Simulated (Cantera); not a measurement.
Input: 1 mol B₂O₃, 0.06 mol H₂O, held at 0.133 bar.

Equilibrium computed with Cantera from the NASA thermochemical tables; the gas is ideal and each condensed phase is pure. Candidate condensed phases: B, B₂O₃, B₃O₃H₃, H₂O; 23 gas species. Gases not in the tables: H₃BO₃. Kinetics and transport are ignored.

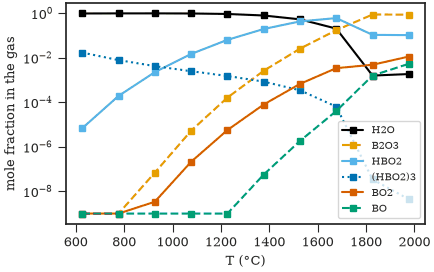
*Equilibrium gas composition (values under 1e-9 drawn at 1e-9)*

Task: Read off the mole fractions at 1077 °C.

Result: H₂O about 0.98, HBO₂ about 0.015, (HBO₂)₃ about 0.0025, B₂O₃ about 5.3e-6, BO₂ about 2.1e-7.
